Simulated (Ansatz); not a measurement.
Geometry relaxation, with input and output: W$_{14}$S$_{27}$ (charge −1) (part 3 of 3)

W$_{14}$S$_{27}$ (defect cell, 41 atoms in the cell, total charge −1); DFT LDA, scalar-relativistic, plane waves, PAW, spin-polarised (Ansatz 0.2.0); cutoff 420 eV, 2×2×2 k-mesh, Gaussian smearing of 0.01 eV, collinear spins. The structure derives from a Materials Project entry. It belongs to a series of runs on one base structure; here: S vacancy (site f), charge -1, atoms relaxed at the host's cell, started again with a moment of 3 μB.

**Output, continued**
```
--- Relaxed structure (2 steps of the walk, 2 accepted, 0 SCFs on fresh bases) ---
  F+E_penalty+E_count = -165318.48724599 eV   max|allowed force component| = 2.239e-3 eV/Å
  atoms:
    - { symbol: W, position: [0.47586740169999997, 0.09548271959999999, 0.2493158142] }
    - { symbol: W, position: [0.6184917327999999, 0.5239313958, 0.24988747239999998] }
    - { symbol: W, position: [0.19029290090000003, 0.23853495590000004, 0.24990931139999997] }
    - { symbol: W, position: [0.7613507196, 0.9526400516000001, 0.2499130954] }
    - { symbol: W, position: [0.3328090426, 0.6668324664, 0.2498682022] }
    - { symbol: W, position: [0.9044134047999999, 0.3812308836, 0.2499722837] }
    - { symbol: W, position: [0.04746834410000006, 0.8098738401000001, 0.2498544374] }
    - { symbol: W, position: [0.6537811833999999, 0.3264236059, 0.7505911954] }
    - { symbol: W, position: [0.8103549417, 0.7626132587, 0.7469822586] }
    - { symbol: W, position: [0.3818741701, 0.47646970590000004, 0.7494806196] }
    - { symbol: W, position: [0.9504246975999999, 0.1895559195, 0.7483981742] }
    - { symbol: W, position: [0.5192366877, 0.9048009779, 0.7538912611] }
    - { symbol: W, position: [0.09803957320000005, 0.6215494981000002, 0.7492189674999999] }
    - { symbol: W, position: [0.2523311553, 0.05548809279999999, 0.7498526376] }
    - { symbol: S, position: [0.6147609332, 0.5163224389, 0.6197555946] }
    - { symbol: S, position: [0.1957706504, 0.23862814790000003, 0.6209520625] }
    - { symbol: S, position: [0.7526844756, 0.9539196135, 0.6215928149] }
    - { symbol: S, position: [0.3355962681, 0.6726524496000001, 0.6209564887] }
    - { symbol: S, position: [0.8959395063, 0.3774384197, 0.6224941731] }
    - { symbol: S, position: [0.058847321800000046, 0.8177138887000001, 0.6209738205] }
    - { symbol: S, position: [0.6665776953, 0.3339087927, 0.12113889049999998] }
    - { symbol: S, position: [0.8092583796999999, 0.7621496728000001, 0.121376881] }
    - { symbol: S, position: [0.3805605298, 0.4765198712, 0.1211789757] }
    - { symbol: S, position: [0.9521125044999998, 0.19081632409999993, 0.1213329537] }
    - { symbol: S, position: [0.5234691721, 0.9046850108, 0.1211082057] }
    - { symbol: S, position: [0.09459935540000004, 0.6190777748, 0.1212022113] }
    - { symbol: S, position: [0.23747659219999998, 0.04785434759999999, 0.1210857393] }
    - { symbol: S, position: [0.477259881, 0.0946890903, 0.882267099] }
    - { symbol: S, position: [0.6235454565, 0.5260024215, 0.8766145516] }
    - { symbol: S, position: [0.18945007950000003, 0.234962639, 0.8766251310999998] }
    - { symbol: S, position: [0.7614713865, 0.9504012648000001, 0.8765072570999999] }
    - { symbol: S, position: [0.3330157563, 0.6650732109, 0.8794165574] }
    - { symbol: S, position: [0.9015682921999999, 0.381554583, 0.8760025686999999] }
    - { symbol: S, position: [0.04979659560000002, 0.8138414937, 0.8752118551] }
    - { symbol: S, position: [0.6659783439, 0.33317928660000007, 0.3782568584] }
    - { symbol: S, position: [0.8092041979999999, 0.7621823983999999, 0.3785121316] }
    - { symbol: S, position: [0.3806156412, 0.4765002702999999, 0.378595187] }
    - { symbol: S, position: [0.9519131184, 0.19065102399999997, 0.3786168557] }
    - { symbol: S, position: [0.5231661922, 0.9050973815, 0.3782960424] }
    - { symbol: S, position: [0.09498068320000003, 0.6194670668, 0.3785249903999999] }
    - { symbol: S, position: [0.2382491733, 0.0480572404, 0.37819183319999994] }
--- Löwdin populations: 41 sites ---
  site symbol       q [e]    m [muB]
     0      W     13.6207     0.0000
     1      W     13.6209    -0.0000
     2      W     13.6212    -0.0000
     3      W     13.6203    -0.0000
     4      W     13.6205    -0.0000
     5      W     13.6203    -0.0000
     6      W     13.6209    -0.0000
     7      W     13.6727     0.0000
     8      W     13.6445    -0.0000
     9      W     13.6356    -0.0000
    10      W     13.6234    -0.0000
    11      W     13.6963     0.0000
    12      W     13.6228    -0.0000
    13      W     13.6629    -0.0000
    14      S      6.1272    -0.0000
    15      S      6.1299    -0.0000
    16      S      6.1269    -0.0000
    17      S      6.1293    -0.0000
    18      S      6.1411    -0.0000
    19      S      6.1408     0.0000
    20      S      6.0827    -0.0000
    21      S      6.0852    -0.0000
    22      S      6.0854    -0.0000
    23      S      6.0849    -0.0000
    24      S      6.0831    -0.0000
    25      S      6.0836    -0.0000
    26      S      6.0829    -0.0000
    27      S      6.0973    -0.0000
    28      S      6.0888    -0.0000
    29      S      6.1072    -0.0000
    30      S      6.1030    -0.0000
    31      S      6.1060    -0.0000
    32      S      6.1290    -0.0000
    33      S      6.1147    -0.0000
    34      S      6.0838    -0.0000
    35      S      6.0844    -0.0000
    36      S      6.0803    -0.0000
    37      S      6.0836    -0.0000
    38      S      6.0827    -0.0000
    39      S      6.0804    -0.0000
    40      S      6.0839    -0.0000
  spilling = 0.009440 (of n_electrons = 359.000000)
```

**File populations.tsv**
```
# site	symbol	l	j	q_up	q_dn
# orbitals = lowdin
# n_electrons = 359.000000
# spilling = 0.009440
0	W	0_5S	-	0.987542	0.987542
0	W	0_6S	-	0.302061	0.302061
0	W	1_5P	-	2.997840	2.997840
0	W	2_5D	-	2.522888	2.522888
1	W	0_5S	-	0.987573	0.987573
1	W	0_6S	-	0.302209	0.302209
1	W	1_5P	-	2.997854	2.997854
1	W	2_5D	-	2.522838	2.522838
2	W	0_5S	-	0.987574	0.987574
2	W	0_6S	-	0.302156	0.302156
2	W	1_5P	-	2.997852	2.997852
2	W	2_5D	-	2.523000	2.523000
3	W	0_5S	-	0.987578	0.987578
3	W	0_6S	-	0.302156	0.302156
3	W	1_5P	-	2.997854	2.997854
3	W	2_5D	-	2.522578	2.522578
4	W	0_5S	-	0.987567	0.987567
4	W	0_6S	-	0.302151	0.302151
4	W	1_5P	-	2.997854	2.997854
4	W	2_5D	-	2.522684	2.522684
5	W	0_5S	-	0.987565	0.987565
5	W	0_6S	-	0.302209	0.302209
5	W	1_5P	-	2.997850	2.997850
5	W	2_5D	-	2.522545	2.522545
6	W	0_5S	-	0.987569	0.987569
6	W	0_6S	-	0.302151	0.302151
6	W	1_5P	-	2.997851	2.997851
6	W	2_5D	-	2.522857	2.522857
7	W	0_5S	-	0.988376	0.988376
7	W	0_6S	-	0.330547	0.330547
7	W	1_5P	-	2.997167	2.997167
7	W	2_5D	-	2.520271	2.520267
8	W	0_5S	-	0.988254	0.988254
8	W	0_6S	-	0.301669	0.301669
8	W	1_5P	-	2.997774	2.997774
8	W	2_5D	-	2.534571	2.534573
9	W	0_5S	-	0.987663	0.987663
9	W	0_6S	-	0.301752	0.301752
9	W	1_5P	-	2.997911	2.997911
9	W	2_5D	-	2.530449	2.530449
10	W	0_5S	-	0.987980	0.987980
10	W	0_6S	-	0.303048	0.303048
10	W	1_5P	-	2.997750	2.997750
10	W	2_5D	-	2.522900	2.522902
11	W	0_5S	-	0.988436	0.988436
11	W	0_6S	-	0.325067	0.325067
11	W	1_5P	-	2.997314	2.997314
11	W	2_5D	-	2.537356	2.537347
12	W	0_5S	-	0.987840	0.987840
12	W	0_6S	-	0.302769	0.302769
12	W	1_5P	-	2.997783	2.997783
12	W	2_5D	-	2.523001	2.523003
13	W	0_5S	-	0.988321	0.988321
13	W	0_6S	-	0.330814	0.330814
13	W	1_5P	-	2.997261	2.997261
13	W	2_5D	-	2.515053	2.515053
14	S	0_3S	-	0.885228	0.885228
14	S	1_3P	-	2.178379	2.178380
15	S	0_3S	-	0.885332	0.885332
15	S	1_3P	-	2.179609	2.179610
16	S	0_3S	-	0.884865	0.884865
16	S	1_3P	-	2.178575	2.178575
17	S	0_3S	-	0.885720	0.885720
17	S	1_3P	-	2.178937	2.178937
18	S	0_3S	-	0.886027	0.886027
18	S	1_3P	-	2.184503	2.184504
19	S	0_3S	-	0.885767	0.885767
19	S	1_3P	-	2.184644	2.184644
20	S	0_3S	-	0.887489	0.887489
20	S	1_3P	-	2.153844	2.153844
21	S	0_3S	-	0.887311	0.887311
21	S	1_3P	-	2.155273	2.155273
22	S	0_3S	-	0.887366	0.887366
22	S	1_3P	-	2.155322	2.155322
23	S	0_3S	-	0.887370	0.887370
23	S	1_3P	-	2.155087	2.155087
24	S	0_3S	-	0.887362	0.887362
24	S	1_3P	-	2.154188	2.154188
25	S	0_3S	-	0.887419	0.887419
25	S	1_3P	-	2.154406	2.154406
26	S	0_3S	-	0.887397	0.887397
26	S	1_3P	-	2.154066	2.154067
27	S	0_3S	-	0.879644	0.879644
27	S	1_3P	-	2.169016	2.169017
28	S	0_3S	-	0.884452	0.884452
28	S	1_3P	-	2.159944	2.159945
29	S	0_3S	-	0.885999	0.885999
29	S	1_3P	-	2.167623	2.167624
30	S	0_3S	-	0.883810	0.883810
30	S	1_3P	-	2.167681	2.167682
31	S	0_3S	-	0.884802	0.884802
31	S	1_3P	-	2.168184	2.168185
32	S	0_3S	-	0.887320	0.887320
32	S	1_3P	-	2.177183	2.177183
33	S	0_3S	-	0.886310	0.886310
33	S	1_3P	-	2.171017	2.171017
34	S	0_3S	-	0.887219	0.887219
34	S	1_3P	-	2.154705	2.154705
35	S	0_3S	-	0.887397	0.887397
35	S	1_3P	-	2.154810	2.154810
36	S	0_3S	-	0.887724	0.887724
36	S	1_3P	-	2.152407	2.152407
37	S	0_3S	-	0.887323	0.887323
37	S	1_3P	-	2.154469	2.154469
38	S	0_3S	-	0.887345	0.887345
38	S	1_3P	-	2.154019	2.154019
39	S	0_3S	-	0.887564	0.887564
39	S	1_3P	-	2.152620	2.152620
40	S	0_3S	-	0.887110	0.887110
40	S	1_3P	-	2.154827	2.154827
```

**Trajectory as extended XYZ (Å, eV, eV/Å), 2 frames, from step=1 to step=2**
```
41
Lattice="-1.5634 -8.1236 0.0000 7.8170 2.7079 0.0000 0.0000 0.0000 12.1627" Properties=species:S:1:pos:R:3:forces:R:3 step=1 energy=-165318.48724
W     0.0024   -3.6072    3.0324   -0.0001   0.0002   0.0004
W     3.1286   -3.6057    3.0393    0.0000  -0.0002   0.0001
W     1.5671   -0.8999    3.0396    0.0003   0.0002   0.0002
W     6.2565   -3.6053    3.0396    0.0001  -0.0002   0.0003
W     4.6923   -0.8979    3.0391    0.0000   0.0000   0.0001
W     1.5661   -6.3148    3.0403    0.0003   0.0000   0.0002
W     6.2565    1.8074    3.0389   -0.0001   0.0002   0.0003
W     1.5295   -4.4272    9.1292    0.0007  -0.0010  -0.0001
W     4.6944   -4.5180    9.0853   -0.0004   0.0001   0.0002
W     3.1275   -1.8120    9.1157    0.0006   0.0009   0.0001
W    -0.0041   -7.2076    9.1025    0.0013   0.0007  -0.0009
W     6.2610   -1.7680    9.1694   -0.0018  -0.0006   0.0005
W     4.7054    0.8866    9.1125    0.0003   0.0005  -0.0002
W     0.0393   -1.8996    9.1202    0.0001   0.0007   0.0009
S     3.0750   -3.5960    7.5379   -0.0007  -0.0014   0.0004
S     1.5593   -0.9442    7.5525   -0.0004   0.0006   0.0002
S     6.2800   -3.5314    7.5602    0.0005  -0.0004  -0.0009
S     4.7334   -0.9048    7.5525    0.0003  -0.0001  -0.0014
S     1.5497   -6.2562    7.5712   -0.0003  -0.0005  -0.0010
S     6.3000    1.7362    7.5527    0.0000   0.0017  -0.0010
S     1.5680   -4.5108    1.4734   -0.0002  -0.0004   0.0004
S     4.6925   -4.5103    1.4763   -0.0001   0.0001   0.0004
S     3.1300   -1.8012    1.4739    0.0003  -0.0001   0.0003
S     0.0031   -7.2179    1.4757   -0.0002  -0.0002   0.0003
S     6.2535   -1.8027    1.4730    0.0000   0.0002   0.0000
S     4.6914    0.9079    1.4741   -0.0004   0.0002   0.0003
S     0.0028   -1.7996    1.4727    0.0000   0.0000   0.0004
S    -0.0060   -3.6207   10.7308   -0.0005  -0.0005   0.0003
S     3.1369   -3.6411   10.6620    0.0012  -0.0010  -0.0012
S     1.5405   -0.9028   10.6621    0.0004   0.0018  -0.0003
S     6.2388   -3.6123   10.6607    0.0005  -0.0010   0.0006
S     4.6782   -0.9044   10.6961    0.0001  -0.0011   0.0005
S     1.5731   -6.2908   10.6546   -0.0004  -0.0018   0.0004
S     6.2839    1.7993   10.6449   -0.0015   0.0025   0.0000
S     1.5633   -4.5080    4.6006    0.0002  -0.0003  -0.0001
S     4.6928   -4.5098    4.6037   -0.0001   0.0001  -0.0006
S     3.1297   -1.8017    4.6047    0.0004  -0.0001  -0.0003
S     0.0021   -7.2167    4.6050   -0.0002  -0.0002   0.0002
S     6.2572   -1.7991    4.6011   -0.0002   0.0000   0.0001
S     4.6939    0.9059    4.6039   -0.0001   0.0000   0.0002
S     0.0032   -1.8053    4.5998    0.0000   0.0002  -0.0001
41
Lattice="-1.5634 -8.1236 0.0000 7.8170 2.7079 0.0000 0.0000 0.0000 12.1627" Properties=species:S:1:pos:R:3:forces:R:3 step=2 energy=-165318.48725
W     0.0024   -3.6072    3.0324   -0.0002   0.0002   0.0004
W     3.1286   -3.6057    3.0393    0.0000  -0.0002   0.0001
W     1.5671   -0.8999    3.0396    0.0002   0.0002   0.0002
W     6.2565   -3.6053    3.0396    0.0002  -0.0001   0.0003
W     4.6923   -0.8979    3.0391    0.0001   0.0000   0.0001
W     1.5661   -6.3148    3.0403    0.0003  -0.0001   0.0002
W     6.2565    1.8074    3.0389   -0.0001   0.0001   0.0003
W     1.5295   -4.4272    9.1292    0.0007  -0.0008  -0.0001
W     4.6944   -4.5180    9.0853   -0.0006   0.0002   0.0001
W     3.1275   -1.8120    9.1157    0.0005   0.0010   0.0001
W    -0.0041   -7.2076    9.1025    0.0016   0.0005  -0.0009
W     6.2610   -1.7680    9.1694   -0.0019  -0.0002   0.0005
W     4.7054    0.8866    9.1125    0.0002   0.0002  -0.0002
W     0.0393   -1.8996    9.1202    0.0003   0.0006   0.0009
S     3.0750   -3.5960    7.5379   -0.0009  -0.0011   0.0005
S     1.5593   -0.9442    7.5525   -0.0002   0.0004   0.0004
S     6.2800   -3.5314    7.5602    0.0006  -0.0002  -0.0011
S     4.7334   -0.9048    7.5525    0.0002  -0.0001  -0.0011
S     1.5497   -6.2562    7.5712   -0.0001  -0.0004  -0.0010
S     6.3000    1.7362    7.5527   -0.0001   0.0014  -0.0010
S     1.5680   -4.5108    1.4734   -0.0003  -0.0003   0.0003
S     4.6925   -4.5103    1.4763   -0.0001   0.0000   0.0004
S     3.1300   -1.8012    1.4739    0.0003  -0.0001   0.0002
S     0.0031   -7.2179    1.4757   -0.0002  -0.0002   0.0002
S     6.2535   -1.8027    1.4730    0.0001   0.0002   0.0001
S     4.6914    0.9079    1.4741   -0.0003   0.0002   0.0002
S     0.0028   -1.7996    1.4727    0.0000  -0.0001   0.0005
S    -0.0060   -3.6207   10.7308   -0.0005  -0.0005   0.0002
S     3.1369   -3.6411   10.6620    0.0010  -0.0006  -0.0012
S     1.5405   -0.9028   10.6621    0.0005   0.0016  -0.0005
S     6.2388   -3.6123   10.6607    0.0006  -0.0008   0.0009
S     4.6782   -0.9044   10.6961    0.0000  -0.0012   0.0002
S     1.5731   -6.2908   10.6546   -0.0002  -0.0018   0.0004
S     6.2839    1.7993   10.6449   -0.0015   0.0022   0.0001
S     1.5633   -4.5080    4.6006    0.0001  -0.0003  -0.0001
S     4.6928   -4.5098    4.6037    0.0000   0.0001  -0.0006
S     3.1297   -1.8017    4.6047    0.0004   0.0000  -0.0002
S     0.0021   -7.2167    4.6050   -0.0003  -0.0001   0.0002
S     6.2572   -1.7991    4.6011   -0.0001   0.0000   0.0000
S     4.6939    0.9059    4.6039   -0.0001   0.0000   0.0002
S     0.0032   -1.8053    4.5998    0.0000   0.0002  -0.0001
```

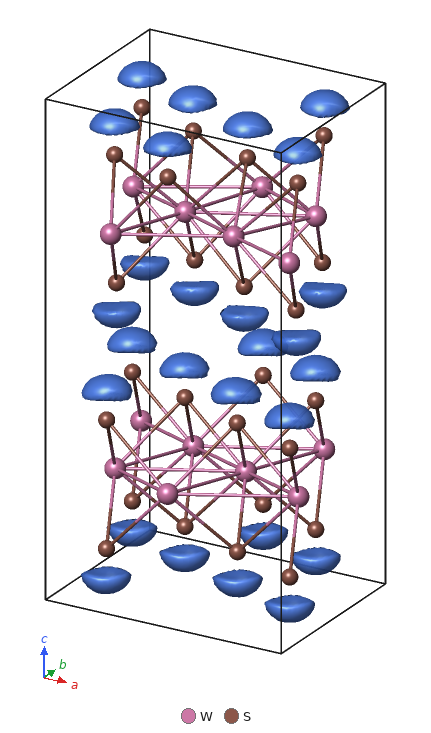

Isosurface of the electron localisation function at 0.9 (blue), seen slightly off an axis. Core shells and regions of very low density are left out. Sticks mark near contacts. The outline is the calculation cell. Profiles from the grid: W–S (2.36 Å): the ELF is about 0.50 at the midpoint. W–W (2.93 Å): the ELF is about 0.45 at the midpoint. Core electrons are frozen (PAW), so the fields are smoothed inside the atomic spheres.

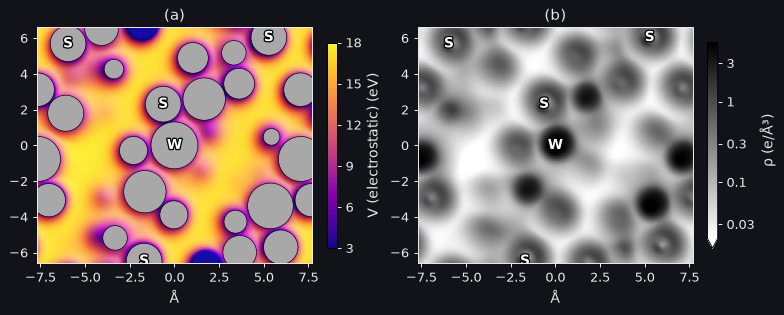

(a) electrostatic potential energy of an electron; (b) valence charge density (pseudo) on the (111) plane of the calculation cell. Grey discs, where drawn, cover atomic cores. Atoms in the plane: W and S. W–S (2.39 Å): ρ at the midpoint is about 0.65 e/Å³. Away from the nuclei the density in this plane falls to 0.009 e/Å³ at its lowest. Outside the cores the potential energy rises away from the atoms and is highest about 2.5 Å from the nearest atoms; outside the discs it spans about 13 eV, and its zero is arbitrary.

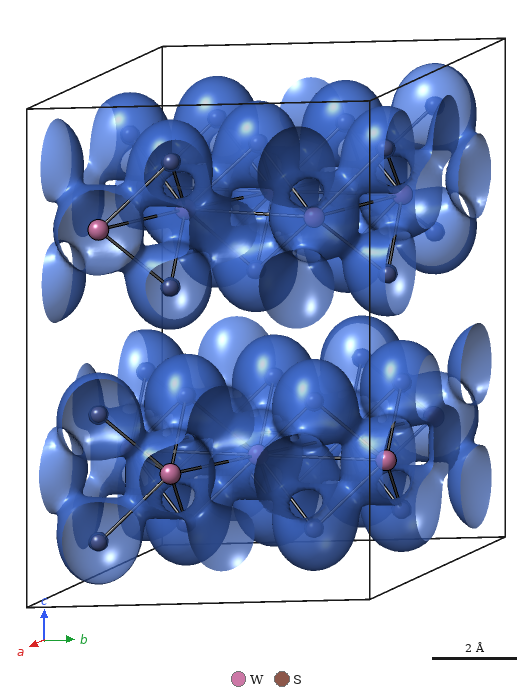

Isosurface of the valence electron density at 0.5 e/Å³ (blue), seen slightly off an axis. Sticks mark near contacts. The outline is the calculation cell. At this value the density is joined into sheets; it holds about 70 % of the electrons treated as valence (semicore included). It is pinched off along the W–W (2.93 Å) and W–W (3.03 Å) contacts. On the grid the lowest density along these lines, outside the cores, is 0.69 e/Å³ (W–S, 2.36 Å), 0.35 e/Å³ (W–W, 2.93 Å), 0.64 e/Å³ (W–S, 2.40 Å) and 0.3 e/Å³ (W–W, 3.03 Å).
